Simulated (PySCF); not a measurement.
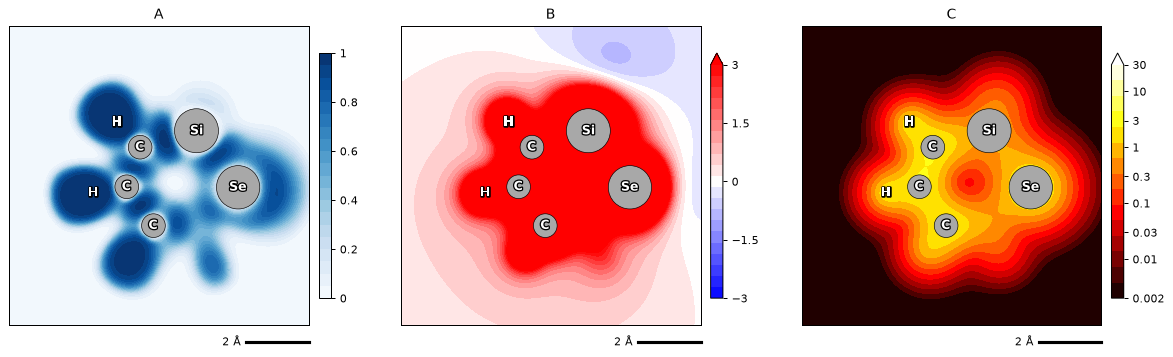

C$_{4}$H$_{6}$F$_{2}$SeSi (SMILES F[Si]1(F)C=CCC[Se]1): 3 fields on the plane of atoms Si2, C4 and H9, with unlabelled colour scales. Grey discs cover the atomic cores.

Geometry: GFN2-xTB.

The calculation used PySCF, B3LYP/def2-SVPD, SCF density, gas phase.

Match the panels to the quantities (electron density, electron localisation function and electrostatic potential).

Answer. Panel A: electron localisation function. Panel B: electrostatic potential (strongly positive close to the atoms, with negative regions outside electron-rich atoms). Panel C: electron density. From the grid: C–C (1.33 Å): the density is about 2.3 e/Å³ at the midpoint; the ELF peaks at about 0.95 between the atoms; a multiple bond. C–Si (1.87 Å): ρ is about 1 e/Å³ halfway; the ELF peaks at about 0.95 between the atoms; a covalent bond.
